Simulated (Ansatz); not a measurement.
# Mg2BeN2: complex band structure

Aim: relax a made-up compound, Mg2BeN2, and see how good a tunnel barrier it would be. It is built by putting N for P, Be for Ba in the BaMg2P2 structure of space group P-3m1, with the volume rescaled by atomic radii. The parent structure comes from the Materials Project.

Calculated with Ansatz 0.2.0; r2SCAN DFT, plane waves, PAW files, in the first sound run; inputs show where later runs differ.

The structure was built from a prototype and need not be the compound's stable phase.

## Step 1: Starting point

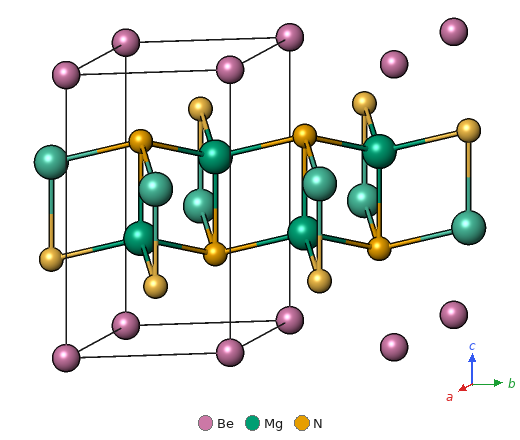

The starting structure, seen slightly off an axis (beryllium pink, magnesium teal, nitrogen orange). 1×2×1 cells are drawn. Some periodic images of atoms are drawn too.

## Step 2: Relaxing the new crystal

The substituted atoms don't fit the parent's cell, so cell and atoms relax together. A small smearing keeps the run stable in case the gap closes on the way.

The input, input.yaml:

```yaml
crystal:
  lattice:
    - [3.634939787, 0.0, 0.0]
    - [-1.8174698935, 3.1479501968, 0.0]
    - [0.0, 0.0, 6.33762851]
  atoms:
    - { symbol: Be, position: [0.0, 0.0, 0.0] }
    - { symbol: Mg, position: [0.6666666667, 0.3333333333, 0.37813727] }
    - { symbol: Mg, position: [0.3333333333, 0.6666666667, 0.62186273] }
    - { symbol: "N", position: [0.6666666667, 0.3333333333, 0.72124853] }
    - { symbol: "N", position: [0.3333333333, 0.6666666667, 0.27875147] }
kpoints:
  mp_grid: { grid: [8, 8, 4] }
scf:
  occupations: { method: gaussian, width: 0.03 }
hamiltonian:
  xc: r2scan
output:
  forces: true
  stress: true
relax:
  f_tol: 0.02
  max_steps: 60
  cell: {}
```

Run with:

```sh
ansatz run input.yaml --threads 2 --pin off --max-ram 4096MiB --backend cpu --events-out ev --progress --plain --runs-dir out
```

Numbers of over 12 decimals in the logs are rounded to 6 here.

What it wrote:

```text
Engine: ansatz 0.2.0, x86_64-unknown-linux-gnu
Pseudopotentials: kind: paw
Pseudopotential: Be, paw, valence charge 2, recommended cutoff 500 eV (meta_gga), Be.paw.azcp
Pseudopotential: Mg, paw, valence charge 10, recommended cutoff 500 eV (meta_gga), Mg.paw.azcp
Pseudopotential: N, paw, valence charge 5, recommended cutoff 500 eV (meta_gga), N.paw.azcp
Functional definition: r2SCAN
  parameter k0 = 0.174
  parameter k1 = 0.065
  parameter a1 = 4.9479
  exchange = r2scan_x(k0 = k0, k1 = k1, a1 = a1)
  correlation = r2scan_c
Crystal: 5 atoms, lattice volume = 72.519 Å³
Basis set: ecut = 500 eV, 1835 PW (Γ), exchange–correlation on 108×108×192 points (64 copies of the dense FFT grid, shifted against one another)
Bands: 21, of which v1, the nominal top of the filled ones, is band 16 counted from 1 (15 counted from 0)
Symmetry: 12 space group operations
Space group: P-3m1 (ITA 164), of the structure as read, at distance tolerance 4.2e-5 Å
k-points: 35 of 256
Non-local potential: Be, projectors of the file, l = 0: 2, l = 1: 2, l = 2: 1
Non-local potential: Mg, projectors of the file, l = 0: 3, l = 1: 2, l = 2: 1
Non-local potential: N, projectors of the file, l = 0: 2, l = 1: 2, l = 2: 1
PAW form: soft (Blöchl's): semilocal exchange-correlation on the pseudo side does not see the compensation charge
PAW frozen core: Be, regenerated for the run's functional (the file was generated under x = pbe(κ = 0.804, μ = 0.219515), c = pbe(β = 0.066725))
PAW frozen core: Mg, regenerated for the run's functional (the file was generated under x = pbe(κ = 0.804, μ = 0.219515), c = pbe(β = 0.066725))
PAW frozen core: N, regenerated for the run's functional (the file was generated under x = pbe(κ = 0.804, μ = 0.219515), c = pbe(β = 0.066725))
PAW one-centre angular grid: Be, 302 points (default); XC on 255 of its mesh's 2635 points in the sphere
PAW one-centre angular grid: Mg, 302 points (default); XC on 224 Gauss nodes
PAW one-centre angular grid: N, 302 points (default); XC on 160 Gauss nodes
Initial density: superposition of atomic densities (neutral atoms: chi_scale 0, normalization atom), corrected by the library's trained network
Initial wavefunctions: pseudopotential atomic-orbital guess
Functional: x = r2scan, c = r2scan; τ floored in thin density (d = 2e-4 eV/Å³)
SCF iter   1: F=—  HF=-4714.393663 eV  |F-HF|=—  |Δ(HF+E_count)|=         —  Δρ=1.06e-2  dr2=1.44e-1  dr2_τ=9.98e-2  ethr=1.77e-3  ⟨swp⟩=6.1  Hψ=3727  notcnv=0
preconditioner: auto → Resta (q_TF=auto, 2.381 Å⁻¹)  ε∞=4.4  [insulator: Δε(μ)=0.404 eV  Ē_g=9.455 eV  σ=0.030 eV  W_gap=1.00  n_scr=22 (ndim 8)  ℏωp=17.4 eV  f_vac=0.000  D(μ)=0.00/eV (n_scr^D=0)  ε∞_Penn≈4.4]
SCF iter   2: F=—  HF=-4714.472866 eV  |F-HF|=—  |Δ(HF+E_count)|=   7.92e-2  Δρ=5.71e-3  dr2=1.59e-2  dr2_τ=2.07e-3  ethr=4.50e-4  ⟨swp⟩=2.2  Hψ=1454  notcnv=0  defer=35
SCF iter   3: F=—  HF=-4714.474662 eV  |F-HF|=—  |Δ(HF+E_count)|=   1.80e-3  Δρ=2.23e-3  dr2=5.22e-3  dr2_τ=3.18e-4  ethr=4.96e-5  ⟨swp⟩=3.0  Hψ=1158  notcnv=0
automatic band count: iteration 3 solves 20 bands in place of 21: the levels show a gap, and the empty bands left out lie too high to hold charge; the band table lists the bands solved (type scf.n_extra_bands for more)
SCF iter   4: F=—  HF=-4714.474872 eV  |F-HF|=—  |Δ(HF+E_count)|=   2.11e-4  Δρ=7.90e-4  dr2=4.22e-4  dr2_τ=6.45e-5  ethr=1.63e-5  ⟨swp⟩=2.0  Hψ=1038  notcnv=0
SCF iter   5: F=—  HF=-4714.474890 eV  |F-HF|=—  |Δ(HF+E_count)|=   1.81e-5  Δρ=1.70e-4  dr2=1.72e-5  dr2_τ=7.91e-7  ethr=1.32e-6  ⟨swp⟩=2.0  Hψ=929  notcnv=0
SCF iter   6: F=—  HF=-4714.474909 eV  |F-HF|=—  |Δ(HF+E_count)|=   1.82e-5  Δρ=2.86e-5  dr2=6.10e-7  dr2_τ=2.21e-8  ethr=5.38e-8  ⟨swp⟩=2.0  Hψ=939  notcnv=0
SCF iter   7: F=-4714.474909 eV  HF=-4714.474909 eV  |F-HF|=2.88e-8  |Δ(HF+E_count)|=   4.77e-7  Δρ=9.42e-6  dr2=7.22e-8  dr2_τ=1.82e-9  ethr=3.13e-10  ⟨swp⟩=4.0  Hψ=2450  notcnv=0
SCF 1 converged in 7 iterations: F = -4714.474909 eV  dr2 = 7.22e-8
  greatest PAW one-centre occupation: 1.000 electrons in one spin orbital (limit 2), on the Mg atom at site 2 (counted from 0), in its partial waves of l = 0
relax step   1: F+E_penalty+E_count = -4714.47490906 eV  Δ(F+E_penalty+E_count) = +0.000e0 eV  max|allowed force component| = 2.609e0 eV/Å  Δτ_max = 0.0000 Å  P = -18.006 GPa  Ω = 72.519 Å³  (7 SCF iters, dr2 threshold 1.00e-7 eV, accepted)
Crystal: 5 atoms, lattice volume = 66.693 Å³
Basis set: ecut = 500 eV, 1689 PW (Γ), exchange–correlation on 108×108×192 points (64 copies of the dense FFT grid, shifted against one another)
Initial density: handed on by an earlier stage of this run
Initial wavefunctions: those handed on with the density
iter 1 solved again at ethr=1.90e-4 eV; its pass at ethr=3.10e-3 eV (dr2=6.09e-2 eV) is discarded
SCF iter   1: F=—  HF=-4715.439564 eV  |F-HF|=—  |Δ(HF+E_count)|=         —  Δρ=1.13e-2  dr2=6.15e-2  dr2_τ=1.78e-1  ethr=1.90e-4  ⟨swp⟩=1.1  Hψ=3768  notcnv=0
automatic band count: iteration 1 solves 19 bands in place of 21: the levels show a gap, and the empty bands left out lie too high to hold charge; the band table lists the bands solved (type scf.n_extra_bands for more)
preconditioner: auto → Resta (q_TF=auto, 2.414 Å⁻¹)  ε∞=5.1  [insulator: Δε(μ)=0.868 eV  Ē_g=8.985 eV  σ=0.030 eV  W_gap=1.00  n_scr=22 (ndim 8)  ℏωp=18.2 eV  f_vac=0.000  D(μ)=0.00/eV (n_scr^D=0)  ε∞_Penn≈5.1]
SCF iter   2: F=—  HF=-4715.630027 eV  |F-HF|=—  |Δ(HF+E_count)|=   1.90e-1  Δρ=6.12e-3  dr2=1.54e-2  dr2_τ=1.28e-3  ethr=1.90e-4  ⟨swp⟩=2.5  Hψ=1355  notcnv=0
SCF iter   3: F=—  HF=-4715.635992 eV  |F-HF|=—  |Δ(HF+E_count)|=   5.96e-3  Δρ=1.56e-3  dr2=1.85e-3  dr2_τ=2.62e-4  ethr=4.82e-5  ⟨swp⟩=2.9  Hψ=1305  notcnv=0
SCF iter   4: F=—  HF=-4715.636540 eV  |F-HF|=—  |Δ(HF+E_count)|=   5.48e-4  Δρ=5.54e-4  dr2=1.27e-4  dr2_τ=1.22e-5  ethr=5.77e-6  ⟨swp⟩=2.2  Hψ=1071  notcnv=0
SCF iter   5: F=—  HF=-4715.636613 eV  |F-HF|=—  |Δ(HF+E_count)|=   7.34e-5  Δρ=1.59e-4  dr2=2.58e-5  dr2_τ=1.33e-6  ethr=3.95e-7  ⟨swp⟩=2.0  Hψ=877  notcnv=0
SCF iter   6: F=—  HF=-4715.636623 eV  |F-HF|=—  |Δ(HF+E_count)|=   9.79e-6  Δρ=4.92e-5  dr2=1.76e-6  dr2_τ=2.85e-8  ethr=8.06e-8  ⟨swp⟩=2.0  Hψ=875  notcnv=0
SCF iter   7: F=-4715.636624 eV  HF=-4715.636624 eV  |F-HF|=2.80e-9  |Δ(HF+E_count)|=   1.08e-6  Δρ=9.29e-6  dr2=4.11e-8  dr2_τ=1.32e-9  ethr=1.56e-9  ⟨swp⟩=4.0  Hψ=2323  notcnv=0
SCF 2 converged in 7 iterations: F = -4715.636624 eV  dr2 = 4.11e-8
[...]
SCF iter   4: F=—  HF=-4716.794029 eV  |F-HF|=—  |Δ(HF+E_count)|=   1.07e-3  Δρ=6.92e-4  dr2=1.83e-4  dr2_τ=1.47e-5  ethr=9.33e-6  ⟨swp⟩=2.5  Hψ=1210  notcnv=0
SCF iter   5: F=—  HF=-4716.794149 eV  |F-HF|=—  |Δ(HF+E_count)|=   1.20e-4  Δρ=2.11e-4  dr2=3.74e-5  dr2_τ=2.35e-6  ethr=5.70e-7  ⟨swp⟩=2.0  Hψ=888  notcnv=0
SCF iter   6: F=—  HF=-4716.794160 eV  |F-HF|=—  |Δ(HF+E_count)|=   1.07e-5  Δρ=6.35e-5  dr2=2.43e-6  dr2_τ=5.44e-8  ethr=1.17e-7  ⟨swp⟩=2.0  Hψ=907  notcnv=0
SCF iter   7: F=-4716.794161 eV  HF=-4716.794161 eV  |F-HF|=3.22e-9  |Δ(HF+E_count)|=   1.80e-6  Δρ=1.23e-5  dr2=8.96e-8  dr2_τ=4.58e-9  ethr=1.56e-9  ⟨swp⟩=4.3  Hψ=2403  notcnv=0
SCF 3 converged in 7 iterations: F = -4716.794161 eV  dr2 = 8.96e-8
relax step   3: F+E_penalty+E_count = -4716.79416132 eV  Δ(F+E_penalty+E_count) = -1.158e0 eV  max|allowed force component| = 1.031e0 eV/Å  Δτ_max = 0.1122 Å  P = -12.204 GPa  Ω = 59.207 Å³  energy of the carried Pulay correction = +3.087e-3 eV  (7 SCF iters, dr2 threshold 5.00e-7 eV, accepted)
[...]
relax step   4: F+E_penalty+E_count = -4717.49210644 eV  Δ(F+E_penalty+E_count) = -6.979e-1 eV  max|allowed force component| = 6.730e-1 eV/Å  Δτ_max = 0.1271 Å  P = -6.355 GPa  Ω = 53.549 Å³  energy of the carried Pulay correction = +4.598e-3 eV  (7 SCF iters, dr2 threshold 5.00e-7 eV, accepted)
[...]
relax step   5: F+E_penalty+E_count = -4717.71248341 eV  Δ(F+E_penalty+E_count) = -2.204e-1 eV  max|allowed force component| = 2.261e-1 eV/Å  Δτ_max = 0.1428 Å  P = +1.350 GPa  Ω = 49.128 Å³  energy of the carried Pulay correction = +5.876e-3 eV  (7 SCF iters, dr2 threshold 5.00e-7 eV, accepted)
[...]
relax step   6: F+E_penalty+E_count = -4717.71912625 eV  Δ(F+E_penalty+E_count) = -6.643e-3 eV  max|allowed force component| = 9.483e-2 eV/Å  Δτ_max = 0.0182 Å  P = +1.464 GPa  Ω = 49.058 Å³  energy of the carried Pulay correction = +5.897e-3 eV  (5 SCF iters, dr2 threshold 5.00e-7 eV, accepted)
[...]
relax step   7: F+E_penalty+E_count = -4717.72160428 eV  Δ(F+E_penalty+E_count) = -2.478e-3 eV  max|allowed force component| = 3.623e-2 eV/Å  Δτ_max = 0.0097 Å  P = -0.821 GPa  Ω = 49.859 Å³  energy of the carried Pulay correction = +5.658e-3 eV  (5 SCF iters, dr2 threshold 5.00e-7 eV, accepted)
[...]
relax step   8: F+E_penalty+E_count = -4717.72250510 eV  Δ(F+E_penalty+E_count) = -9.008e-4 eV  max|allowed force component| = 1.847e-2 eV/Å  Δτ_max = 0.0033 Å  P = +0.043 GPa  Ω = 49.616 Å³  energy of the carried Pulay correction = +5.730e-3 eV  (4 SCF iters, dr2 threshold 5.00e-7 eV, accepted)
[...]
relax step   9: F+E_penalty+E_count = -4717.72253485 eV  Δ(F+E_penalty+E_count) = -2.975e-5 eV  max|allowed force component| = 1.093e-3 eV/Å  Δτ_max = 0.0025 Å  P = -0.004 GPa  Ω = 49.631 Å³  energy of the carried Pulay correction = +5.726e-3 eV  (5 SCF iters, dr2 threshold 8.92e-9 eV, accepted)
Basis set: ecut = 500 eV, 1267 PW (Γ), exchange–correlation on 100×100×160 points (64 copies of the dense FFT grid, shifted against one another)
Initial wavefunctions: pseudopotential atomic-orbital guess (no wavefunctions were taken with the density)
iter 1 solved again at ethr=3.22e-7 eV; its pass at ethr=3.10e-3 eV (dr2=1.03e-4 eV) is discarded
SCF iter   1: F=—  HF=-4717.715627 eV  |F-HF|=—  |Δ(HF+E_count)|=         —  Δρ=5.87e-4  dr2=1.44e-5  dr2_τ=1.20e-4  ethr=3.22e-7  ⟨swp⟩=2.6  Hψ=5351  notcnv=0
preconditioner: auto → Resta (q_TF=auto, 2.536 Å⁻¹)  ε∞=4.0  [insulator: Δε(μ)=1.902 eV  Ē_g=12.264 eV  σ=0.030 eV  W_gap=1.00  n_scr=22 (ndim 8)  ℏωp=21.1 eV  f_vac=0.000  D(μ)=0.00/eV (n_scr^D=0)  ε∞_Penn≈4.0]
SCF iter   2: F=—  HF=-4717.715728 eV  |F-HF|=—  |Δ(HF+E_count)|=   1.01e-4  Δρ=3.05e-4  dr2=4.28e-6  dr2_τ=6.48e-6  ethr=4.50e-8  ⟨swp⟩=2.0  Hψ=1295  notcnv=0
SCF iter   3: F=—  HF=-4717.715751 eV  |F-HF|=—  |Δ(HF+E_count)|=   2.33e-5  Δρ=3.37e-5  dr2=2.26e-7  dr2_τ=9.07e-8  ethr=1.34e-8  ⟨swp⟩=2.0  Hψ=1015  notcnv=0
SCF iter   4: F=—  HF=-4717.715751 eV  |F-HF|=—  |Δ(HF+E_count)|=   2.82e-7  Δρ=7.78e-6  dr2=9.77e-9  dr2_τ=5.21e-9  ethr=7.07e-10  ⟨swp⟩=2.0  Hψ=1015  notcnv=0
SCF iter   5: F=—  HF=-4717.715752 eV  |F-HF|=—  |Δ(HF+E_count)|=   2.32e-8  Δρ=1.73e-6  dr2=1.43e-9  dr2_τ=7.06e-11  ethr=3.05e-11  ⟨swp⟩=2.0  Hψ=1015  notcnv=0
SCF iter   6: F=-4717.715752 eV  HF=-4717.715752 eV  |F-HF|=4.55e-12  |Δ(HF+E_count)|=  3.50e-10  Δρ=2.71e-7  dr2=2.51e-11  dr2_τ=1.66e-12  ethr=1.00e-12  ⟨swp⟩=3.0  Hψ=3178  notcnv=0
SCF 10 converged in 6 iterations: F = -4717.715752 eV  dr2 = 2.51e-11
relax step  10: F+E_penalty+E_count = -4717.71575151 eV  Δ(F+E_penalty+E_count) = +6.783e-3 eV  max|allowed force component| = 1.598e-3 eV/Å  Δτ_max = 0.0000 Å  P = +0.008 GPa  Ω = 49.631 Å³  stress off target by 4.05e-2 GPa  SCF on the basis re-selected at this cell (its energy is not comparable with the rows above)  (6 SCF iters)
basis re-selected at this cell: Δ(F+E_penalty+E_count) = +6.783e-3 eV, ΔP = +0.012 GPa vs the last step (what re-selecting the basis moved, of the pressure what is left beyond the Pulay correction that the steps carried, after the strain that the cell walked since its last selection, with what the two solves' SCF thresholds leave and, on support functions, any second-order correction that the steps lacked; it is no measure of the basis error at this ecutwfc). The dense FFT grid was sized anew with the basis: this SCF ran on 25×25×40 points, the steps before it on 27×27×48, so part of this shift can come from that change (see relax.cell in the input reference). [rest of the remark cut]
SCF converged after 6 iterations
Free energy (F): -4717.715752 eV
Harris-Foulkes:  -4717.715752 eV  (|F-HF|=4.55e-12)
Internal energy: -4717.715752 eV  (E = F + TS)
E sigma→0 (E₀):  -4717.715752 eV
Fermi energy:    9.496110 eV
--- Per-component energies (eV) ---
  E_band       = -629.849795
  E_kinetic    = 434.304481
  E_local      = -3376.492502  (includes V_loc(G=0)·N_el)
  E_nonlocal   = 283.809727
  E_hartree    = 1203.303437
  E_xc         = -195.270221
  E_vxc        = -274.736398  (∫ρ·V_xc dr)
  E_paw        = -907.077478  (= ΣΔE_a)
  E_vpaw       = -119.742185  (= ΣTr[D̂ρ^β])
  E_aug_tail   = 0.000027  (compensation charges beyond the density's cutoff)
  E_vtau       = 16.400090  (kinetic-family band-sum trace: ∫τ·v_τ [+ j·A + Jᵃ·Aᵃ] dr)
  E_ewald      = -2160.169652
  E_core_change = -0.123573  (= ΣΔE_core)
  E_smearing   = -0.000000  (= −TS)
  E_closure    = -0.000000  (closes the sum)
  Σ components = -4717.715752   (vs F -4717.715752, Δ=0.00e0)
--- Forces (eV/Å), atoms counted from 1 ---
  atom   1  Be    -0.00000000     0.00000000     0.00000000
  atom   2  Mg    -0.00000000    -0.00000000     0.00159784
  atom   3  Mg     0.00000000     0.00000000    -0.00159784
  atom   4  N     -0.00000000     0.00000000     0.00107459
  atom   5  N     -0.00000000    -0.00000000    -0.00107459
  max |Σ_I F_I| component: 7.40e-17 eV/Å
--- Stress (GPa, compression-positive) ---
        0.032552       0.000000      -0.000000
        0.000000       0.032552      -0.000000
       -0.000000      -0.000000      -0.040521
  P = ⅓ Tr σ = 0.0082 GPa (0.082 kbar)
--- Relaxed structure (9 steps of the walk, 9 accepted, 1 SCFs on fresh bases) ---
  F+E_penalty+E_count = -4717.71575151 eV   max|allowed force component| = 1.598e-3 eV/Å   (the final SCF, on the basis selected at the relaxed cell)
  cell:  # Å, volume = 49.6312 Å³
    - [3.357053, 0, -3.686740589628131e-17]
    - [-1.678527, 2.907294, 1.8433702948140642e-17]
    - [-6.427944791066122e-17, 0, 5.085198]
  atoms:
    - { symbol: Be, position: [0, 0, 2.4634626752193874e-19] }
    - { symbol: Mg, position: [0.666667, 0.333333, 0.313360] }
    - { symbol: Mg, position: [0.333333, 0.666667, 0.686640] }
    - { symbol: N, position: [0.666667, 0.333333, 0.779952] }
    - { symbol: N, position: [0.333333, 0.666667, 0.220048] }
```

Elapsed: 11 s, on 2 threads of AMD EPYC 9R45, shared host; peak memory 0.59 GiB.

The steps of the relaxation:

```csv
step,energy less that of the first step (eV),largest force component (eV/Å),pressure (GPa),volume (Å³)
1,0.0000,2.6090,-18.01,72.52
2,-1.1617,1.8418,-16.85,66.69
3,-2.3193,1.0308,-12.20,59.21
4,-3.0172,0.6730,-6.35,53.55
5,-3.2376,0.2261,1.35,49.13
6,-3.2442,0.0948,1.46,49.06
7,-3.2467,0.0362,-0.82,49.86
8,-3.2476,0.0185,0.04,49.62
9,-3.2476,0.0011,0.00,49.63
10*,-3.2408,0.0016,0.01,49.63
```

Relaxation steps marked * repeat the geometry before them on a plane-wave basis chosen anew for their cell, so energy and pressure can jump there.

Forces are held to the 12 operations that the run works with; a distortion that breaks them can't arise in this run.

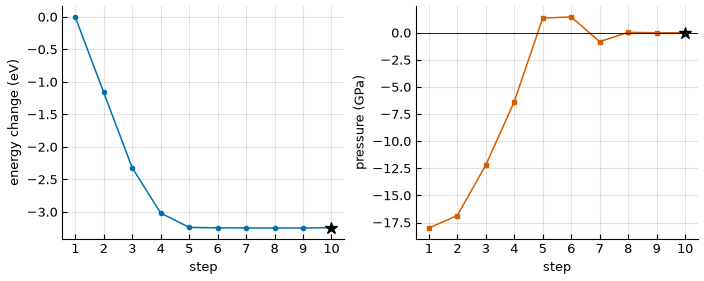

Energy and pressure along the relaxation. Stars mark steps on a basis chosen anew.

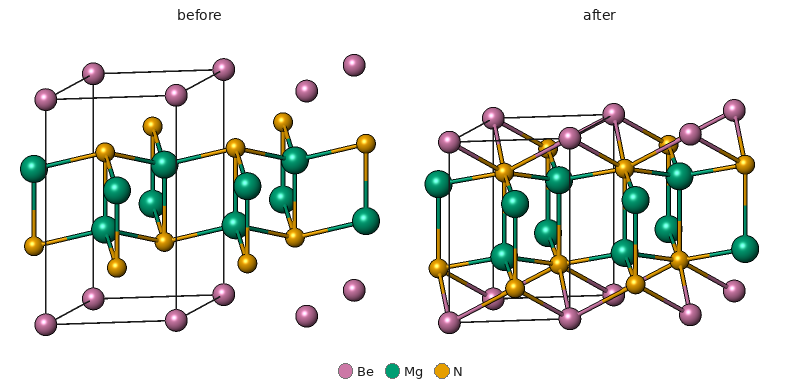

The structure before and after the relaxation, drawn at the same scale.

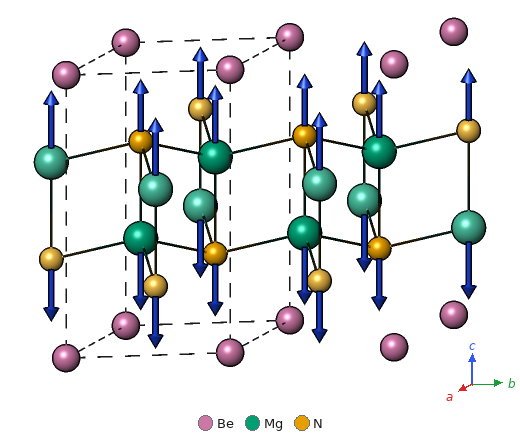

Displacements in the relaxation, exaggerated, measured against the changing cell; the longest in the cell stands for 0.33 Å. 1×2×1 cells are drawn. Some periodic images of atoms are drawn too.

```
     cell as run  before  after   change
           a (Å)   3.635  3.357   -7.6 %
           b (Å)   3.635  3.357   -7.6 %
           c (Å)   6.338  5.085  -19.8 %
volume (Å³/atom)   14.50   9.93  -31.6 %
```

The atoms that moved most (Å, as changes of fractional coordinates times the final cell):

```
atom     dx     dy      dz  length
 Mg2  0.000  0.000  -0.329   0.329
 Mg3  0.000  0.000   0.329   0.329
  N4  0.000  0.000   0.299   0.299
  N5  0.000  0.000  -0.299   0.299
```

Final coordinates:

```
Be Mg N
1.0
     3.35705    0.00000    0.00000
    -1.67853    2.90729    0.00000
     0.00000    0.00000    5.08520
Be Mg N
1 2 2
Direct
  0.00000 0.00000 0.00000
  0.66667 0.33333 0.31336
  0.33333 0.66667 0.68664
  0.66667 0.33333 0.77995
  0.33333 0.66667 0.22005
```

Numbers from this step:

| Property | Result |
| --- | --- |
| free energy | -4717.7158 eV |
| Fermi energy | 9.496 eV |
| pressure | 0.008195 GPa |

The largest force component on a free atom ends at 0.0016 eV/Å.

(Continued in part 2 of 4.)

[Logs are printed without paths, hosts, clocks, repeated set-up lines and the standing remarks that a program may print on its own settings, such as how far it seeks lower states.]

[Hosts, paths, dates, database ids (printed as entryN), source tags and the programs' standing remarks are cut or masked in the printed files.]
